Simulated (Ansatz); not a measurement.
**AgF (SMILES [F][Ag]) at 6 levels**

Wanted: a comparison of 6 runs (HF/STO-3G, PBE/STO-3G, PBE0/STO-3G, UPBE0/STO-3G, r2SCAN/STO-3G, MP2/STO-3G) of AgF. 

The calculation is run with Ansatz 0.2.0.

71 further runs of the same task are left out: 35 that didn't finish, 36 set aside as unsound or not needed.

## (1) The system as given

AgF has 2 atoms, charge 0, and is taken as a singlet. As SMILES, `[F][Ag]`. The Ag2–F1 distance was set to 2.483 Å, away from the relaxed value.

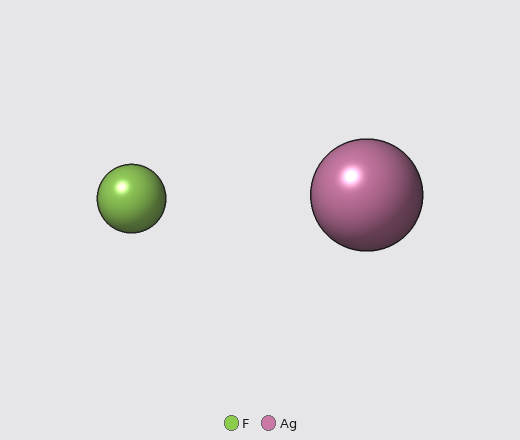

The structure, seen from a chosen angle (fluorine green, silver pink).

## (2) A single-point energy at HF/STO-3G (run 1)

The input, input.yaml:

```yaml
crystal:
  periodic: [false, false, false]
  atoms:
    - {symbol: F, position_ang: [1.282611, -0.486395, 0.637368]}
    - {symbol: Ag, position_ang: [-0.830500, 0.274100, -0.421500]}
basis:
  gaussian:
    orbitals: STO-3G
hamiltonian:
  xc: hf
accuracy: high
```

Command:

```bash
$ ansatz run input.yaml --threads 1 --pin off --max-ram 2610MiB --events-out events.jsonl --progress --plain --runs-dir runs
```

Output:

```text
Warning: RAYON_NUM_THREADS=1 ignored (pool sized by the plan → 1); use --threads N
Functional definition: HF
  name "HF"
  exchange = exact_x
  correlation = 0
571 factors; integrals over basis functions are off by at most 4.6e-9 eV
mean field evaluation 1: about -142702.4943 eV, gradient 1.7e1 eV
mean field evaluation 2: about -142702.5132 eV, gradient 1.8e1 eV
mean field evaluation 4: about -142705.3886 eV, gradient 4.8e0 eV
mean field evaluation 8: about -142707.3002 eV, gradient 2.0e0 eV
mean field evaluation 16: about -142707.3834 eV, gradient 8.4e-9 eV
mean field evaluation 32: about -142707.2512 eV, gradient 3.4e0 eV
mean field evaluation 64: about -142696.8307 eV, gradient 6.4e0 eV
mean field evaluation 96: about -142697.0284 eV, gradient 6.1e0 eV
mean field evaluation 128: about -142707.3821 eV, gradient 2.8e-1 eV
mean field -142707.38339341 eV, -5244.3996091691 hartree, gradient 3.6e-8 eV, S^2 0.000000; 2 other end points of the search recorded, 0 dependent functions left out
reference -142707.38339341 eV, -5244.3996091691 hartree; 28, 28 occupied and 4, 4 virtual orbitals, 571 factors
Total energy: -142707.38339341 eV, -5244.3996091691 hartree
```

Wall time 0.91 s (1 thread of Arm Neoverse V1, shared host).

## (3) The energy at PBE/STO-3G (run 2)

Edit input.yaml of step 2 so:

```diff
@@ -6,6 +6,5 @@
 basis:
-  gaussian:
-    orbitals: STO-3G
-hamiltonian:
-  xc: hf
+  gaussian: {orbitals: STO-3G}
+magnetization: {spin_polarized: false, initial_magnetization: 0}
+hamiltonian: {xc: {name: PBE}}
 accuracy: high
```

Command:

```bash
$ ansatz run input.yaml --threads 1 --pin off --max-ram 2610MiB --events-out events.jsonl --progress --plain --runs-dir runs
```

Output, cut to the lines that bear on the results:

```text
Warning: RAYON_NUM_THREADS=1 ignored (pool sized by the plan → 1); use --threads N
Functional definition: PBE
  name "PBE"
[...]
571 factors; integrals over basis functions are off by at most 4.6e-9 eV
[...]
mean field -142752.63448523 eV, -5246.0625561213 hartree, gradient 8.0e-8 eV, S^2 0.000000; 12 other end points of the search recorded, 0 dependent functions left out
reference -142752.63448695 eV, -5246.0625561846 hartree; 28, 28 occupied and 4, 4 virtual orbitals, 571 factors
Total energy: -142752.63448695 eV, -5246.0625561846 hartree
```

Wall time 8.7 s (1 thread of Arm Neoverse V1, shared host); peak memory 0.1 GiB.

## (4) A single-point energy at PBE0/STO-3G (run 3)

The input, job.yaml:

```yaml
crystal:
  periodic: [false, false, false]
  atoms:
    - symbol: F
      position_ang: [1.282611, -0.486395, 0.637368]
    - symbol: Ag
      position_ang: [-0.830500, 0.274100, -0.421500]
basis:
  gaussian: {orbitals: STO-3G}
hamiltonian: {xc: {name: PBE0}}
accuracy: high
```

Command:

```bash
$ ansatz run job.yaml --threads 1 --pin off --max-ram 2610MiB --events-out events.jsonl --progress --plain --runs-dir runs
```

Output:

```text
Warning: RAYON_NUM_THREADS=1 ignored (pool sized by the plan → 1); use --threads N
Functional definition: PBE0
  name "PBE0"
  parameter a = 0.25
  parameter kappa = 0.804
  parameter beta = 0.06672455060314922
  exchange = (1 - a)*pbe_x(kappa = kappa, mu = beta*pi^2/3) + a*exact_x
  correlation = pbe_c(beta = beta)
571 factors; integrals over basis functions are off by at most 4.6e-9 eV
mean field evaluation 1: about -142757.3782 eV, gradient 2.2e1 eV
mean field evaluation 2: about -142536.3469 eV, gradient 1.8e2 eV
mean field evaluation 4: about -142760.3190 eV, gradient 6.7e0 eV
mean field evaluation 8: about -142760.5775 eV, gradient 4.1e-1 eV
mean field evaluation 16: about -142760.5786 eV, gradient 5.5e-3 eV
mean field evaluation 32: about -142759.0102 eV, gradient 1.2e1 eV
mean field -142760.57855416 eV, -5246.3544952696 hartree, gradient 4.2e-8 eV, S^2 0.000000; 2 other end points of the search recorded, 0 dependent functions left out
reference -142760.57855546 eV, -5246.3544953175 hartree; 28, 28 occupied and 4, 4 virtual orbitals, 571 factors
Total energy: -142760.57855546 eV, -5246.3544953175 hartree
```

It took 3.9 s on 1 thread of Arm Neoverse V1, shared host; peak memory 0.11 GiB.

Runs 4 to 5 aren't shown in full; the table further down has their settings and results.

## (5) The energy at MP2/STO-3G (run 6)

The input, run.yaml:

```yaml
crystal:
  periodic: [false, false, false]
  atoms:
    - {symbol: F, position_ang: [1.282611, -0.486395, 0.637368]}
    - {symbol: Ag, position_ang: [-0.830500, 0.274100, -0.421500]}
basis:
  gaussian: {orbitals: STO-3G}
magnetization: {spin_polarized: false, initial_magnetization: 0}
correlation: {method: mp2, frozen_orbitals: {Ag: 14, F: 1}}
accuracy: high
```

Command:

```bash
$ ansatz run run.yaml --threads 1 --pin off --max-ram 2610MiB --events-out events.jsonl --progress --plain --runs-dir runs
```

Output, cut to the lines that bear on the results:

```text
Warning: RAYON_NUM_THREADS=1 ignored (pool sized by the plan → 1); use --threads N
Functional definition: HF
  name "HF"
[...]
571 factors; integrals over basis functions are off by at most 4.6e-9 eV
[...]
mean field -142707.38339341 eV, -5244.3996091691 hartree, gradient 3.6e-8 eV, S^2 0.000000; 10 other end points of the search recorded, 0 dependent functions left out; unrestricted orbitals would lower it
[...]
unrestricted determinant -142711.29838285 eV, -5244.5434823773 hartree, S^2 1.2231
15 core orbitals not correlated: weight in the atoms' cores, before any rotation towards them, 1.000 or more for the frozen orbitals, at most 0.000 for the correlated occupied ones
reference -142707.38339341 eV, -5244.3996091691 hartree; 13, 13 occupied and 4, 4 virtual orbitals, 571 factors
second order -2.07096853 eV of doubles, -0.00000000 eV of singles
WARN: the method's energy lies above the unrestricted determinant's, so it is not that of the lowest state
Total energy: -142709.45436194 eV, -5244.4757158590 hartree
```

It took 2.4 s on 1 thread of Arm Neoverse V1, shared host; peak memory 0.098 GiB.

## (6) All runs side by side

```
run          level  frozen core orbitals   energy (Eh)  wall time
  1      HF/STO-3G                     –  -5244.399609     0.91 s
  2     PBE/STO-3G                     –  -5246.062556      8.7 s
  3    PBE0/STO-3G                     –  -5246.354495      3.9 s
  4   UPBE0/STO-3G                     –  -5246.395234       38 s
  5  r2SCAN/STO-3G                     –  -5246.841039       10 s
  6     MP2/STO-3G                    15  -5244.475716      2.4 s
```

## (7) Results

| quantity | value |
| --- | --- |
| run 6: total energy | -5244.47572 Eh |
| run 6: correlation energy (15 core orbitals frozen) | -76.1 mEh |

Totals of different functionals can't be ranked against each other. In run 6 the log says that unrestricted orbitals would lower the reference, so the values rest on an unstable closed-shell determinant (other closed-shell runs at this shape may share the fault). In runs 1, 2, 3, 4, 5, 6 the basis is minimal, so the values are rough. In runs 1, 2, 3, 4, 5, 6 relativity is left out where basis or elements ask for it. Spin contamination of the reference: run 4 ⟨S²⟩ = 1.02. Where it is this large, the reference is a mixture of spin states, and values that rest on it are in doubt. All runs together took 64 s, the longest 38 s.
